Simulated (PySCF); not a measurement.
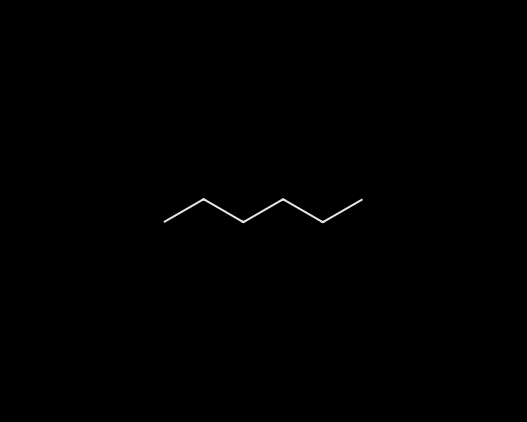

A structural formula.

Transcribe the drawing into SMILES.

CCCCCC

Give the formula, hydrogens included.

C6H14.

An optimisation with PBE0-D3(BJ)/def2-SVP gave a structure of which point group?

C2h. Other conformers may differ.

The parts below concern this one geometry. Atoms keep their numbers from picture to picture. The computed structure is the end point of a PBE0-D3(BJ)/def2-SVP optimisation. No frequency run is at hand to confirm it as a minimum.

## Geometry

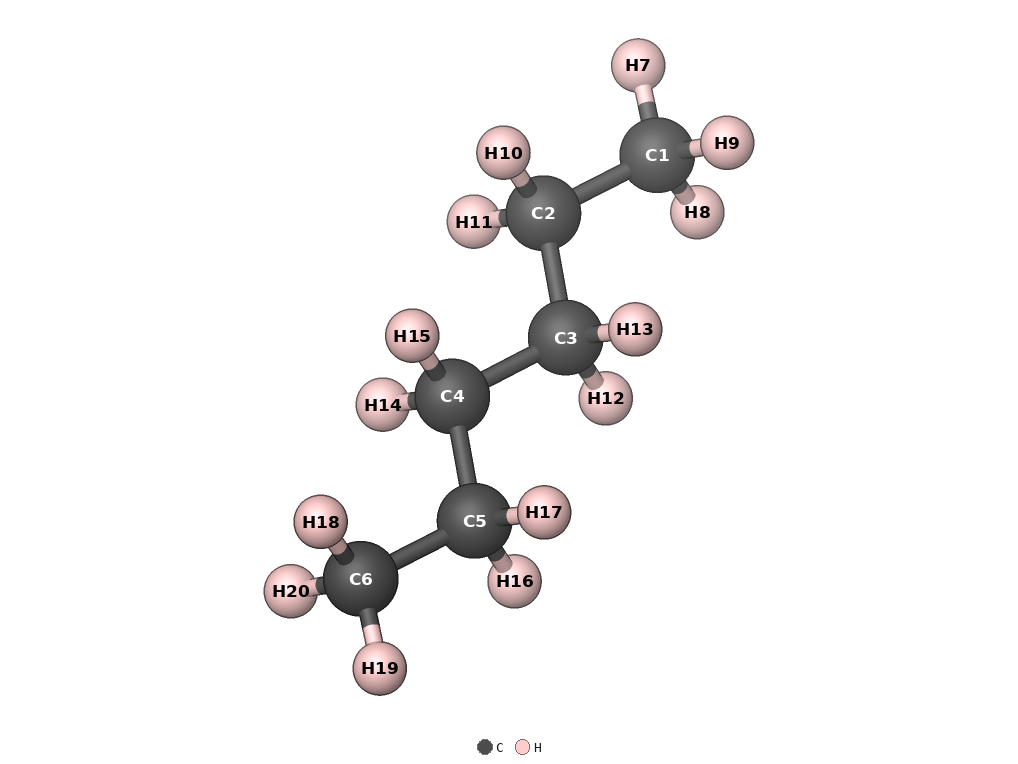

The atoms are numbered. No frequency run is at hand to confirm it as a minimum.

List the bonds and their lengths. Leave out bonds to hydrogen.

```
 bond  length (Å)   order
C1–C2       1.520  single
C2–C3       1.523  single
C3–C4       1.522  single
C4–C5       1.523  single
C5–C6       1.520  single
```

## Polarisability

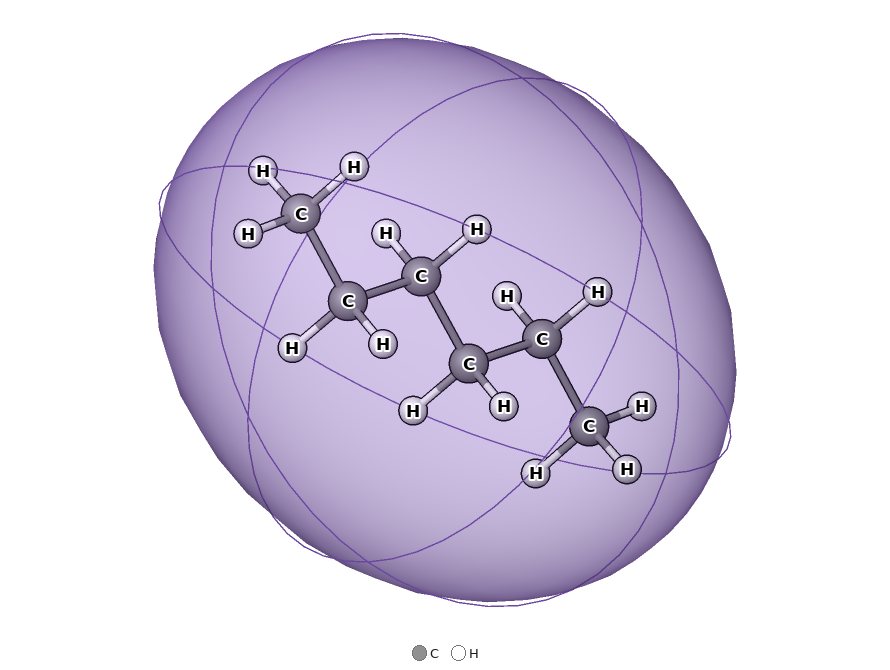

The ellipsoid shows the static dipole polarisability: its half-axes are proportional to the principal values. No frequency run is at hand to confirm it as a minimum. Method: PBE0/def2-SVPD (PySCF 2.14.0).

How large and how anisotropic is the polarisability?

Principal values 67.2, 71.8, 92.7 bohr³; mean 77.2 bohr³ (11.44 Å³); anisotropy 23.5 bohr³, so the longest axis is 1.38 times the shortest.

## Core levels

No frequency run is at hand to confirm it as a minimum. Level of theory: delta-SCF UKS SCAN, pcX-2 on the ionised atom, pcseg-1 elsewhere, spin-free X2C (PySCF 2.14.0).

Give the core-electron binding energies (to vacuum) of C1 1s, C2 1s, C3 1s.

| atom | level | binding energy (eV) |
| --- | --- | --- |
| C1 | 1s | 290.5 |
| C2 | 1s | 290.4 |
| C3 | 1s | 290.3 |

## NMR shielding

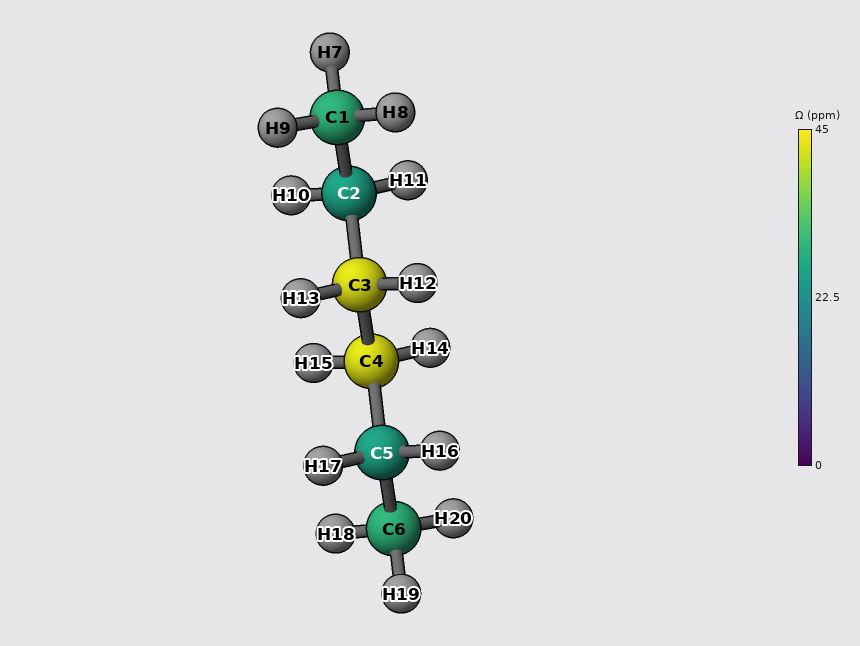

The C atoms are coloured by the span of their shielding tensor. No frequency run is at hand to confirm it as a minimum. Method: GIAO B97-2/pcSseg-1 NMR shielding, non-relativistic, gas phase (PySCF 2.14.0). Principal shieldings σ11 ≤ σ22 ≤ σ33, span Ω = σ33 − σ11, skew κ = 3(σiso − σ22)/Ω.

Which C atom has the most anisotropic shielding?

C3, C4, with a span of 43 ppm.

Give the shielding tensors of the C atoms.

| atom | σ11 | σ22 | σ33 | σiso | Ω | κ |
| --- | --- | --- | --- | --- | --- | --- |
| C1, C6 | 155.1 | 159.9 | 184.5 | 166.5 | 29.4 | 0.68 |
| C2, C5 | 144.2 | 154.1 | 170.3 | 156.2 | 26.1 | 0.24 |
| C3, C4 | 127.6 | 143.4 | 170.6 | 147.2 | 42.9 | 0.27 |

Shieldings and span in ppm.

## Levels of theory compared

No frequency run is at hand to confirm it as a minimum. Program: PySCF 2.14.0.

Tabulate HOMO–LUMO gap (eV), HOMO energy (eV) at these levels: B3LYP/pcJ-1; B97-2/pcSseg-1; PBE0/def2-SVPD; PBE0/pcSseg-1.

```json
{"level": "B3LYP/pcJ-1", "HOMO–LUMO gap (eV)": "9.89", "HOMO energy (eV)": "−8.61"}
{"level": "B97-2/pcSseg-1", "HOMO–LUMO gap (eV)": "10.18", "HOMO energy (eV)": "−8.58"}
{"level": "PBE0/def2-SVPD", "HOMO–LUMO gap (eV)": "9.66", "HOMO energy (eV)": "−8.82"}
{"level": "PBE0/pcSseg-1", "HOMO–LUMO gap (eV)": "10.40", "HOMO energy (eV)": "−8.83"}
```
